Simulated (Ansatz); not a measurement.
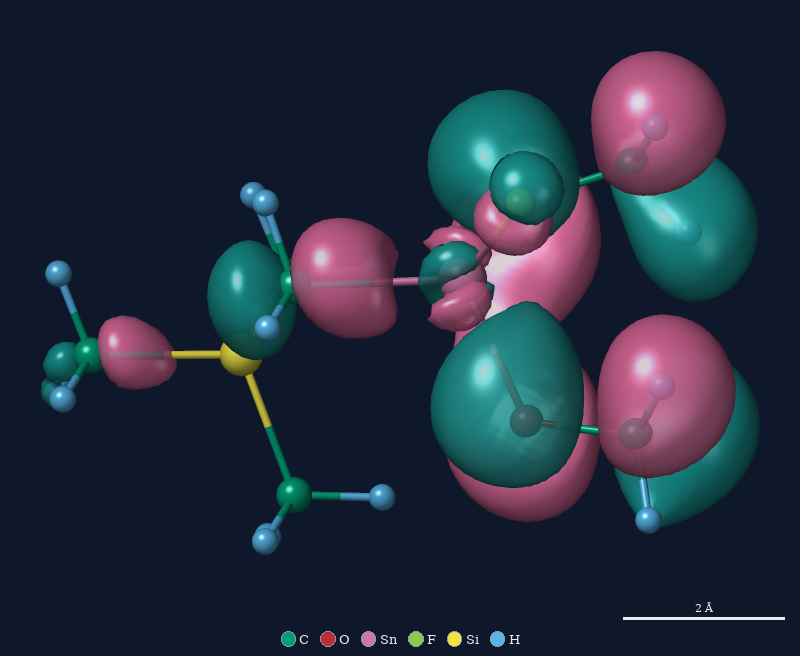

*C6H17FO2SiSn (SMILES C[O][Sn]([F])([CH2][Si](C)(C)C)[O]C). The HOMO−1 at ±0.06 Å⁻³ᐟ² (teal and pink are the two phases), seen at a tilt.*

Geometry: PBE0-D4/def2-TZVP; core potentials replace the inner electrons of Sn.

Method: Ansatz 0.2.0, RKS PBE0-D4/def2-TZVPP.

Input file:

```
crystal:
  periodic: [false, false, false]
  atoms:
    - {symbol: C, position_ang: [-0.633073, -1.360453, -3.335491]}
    - {symbol: O, position_ang: [-0.859911, -0.947596, -2.006660]}
    - {symbol: Sn, position_ang: [0.384806, -1.380405, -0.569973]}
    - {symbol: F, position_ang: [0.804401, -3.233234, -0.896372]}
    - {symbol: C, position_ang: [-0.421502, -0.962627, 1.323167]}
    - {symbol: Si, position_ang: [-0.740951, 0.877682, 1.623311]}
    - {symbol: C, position_ang: [-1.943062, 1.491859, 0.330178]}
    - {symbol: C, position_ang: [0.886262, 1.790530, 1.516219]}
    - {symbol: C, position_ang: [-1.479156, 1.058191, 3.334725]}
    - {symbol: O, position_ang: [2.095178, -0.489544, -0.859719]}
    - {symbol: C, position_ang: [2.950734, -0.848991, -1.921384]}
    - {symbol: H, position_ang: [-1.563028, -1.226584, -3.895230]}
    - {symbol: H, position_ang: [-0.344798, -2.415582, -3.403395]}
    - {symbol: H, position_ang: [0.143617, -0.757298, -3.821740]}
    - {symbol: H, position_ang: [-1.346500, -1.541480, 1.391853]}
    - {symbol: H, position_ang: [0.285557, -1.366972, 2.052465]}
    - {symbol: H, position_ang: [-2.123474, 2.563403, 0.451781]}
    - {symbol: H, position_ang: [-2.905462, 0.979859, 0.415127]}
    - {symbol: H, position_ang: [-1.573707, 1.323206, -0.685155]}
    - {symbol: H, position_ang: [1.382359, 1.625492, 0.555754]}
    - {symbol: H, position_ang: [1.573119, 1.459759, 2.300156]}
    - {symbol: H, position_ang: [0.732531, 2.865946, 1.640282]}
    - {symbol: H, position_ang: [-1.682446, 2.109290, 3.558038]}
    - {symbol: H, position_ang: [-2.421580, 0.511099, 3.420679]}
    - {symbol: H, position_ang: [-0.798860, 0.680248, 4.102344]}
    - {symbol: H, position_ang: [3.068762, -1.934310, -2.015573]}
    - {symbol: H, position_ang: [3.935572, -0.416287, -1.724053]}
    - {symbol: H, position_ang: [2.594623, -0.455180, -2.881344]}
basis:
  gaussian: {orbitals: def2-TZVPP}
hamiltonian: {xc: pbe0, dispersion: d4}
output: {orbitals: {seedname: orbitals}}
```

Command:

```sh
ansatz run in.yaml --threads 11 --pin off --events-out ev --progress --plain --max-ram 166912MiB --backend cuda --devices 0, --max-vram 75GiB
```

### Describe this orbital and give its energy.

It lies mainly on O2 (about 30 %), O10 (about 25 %), Sn3 (about 5 %), C1 (about 5 %) and C11 (about 5 %). Its energy is −7.96 eV.
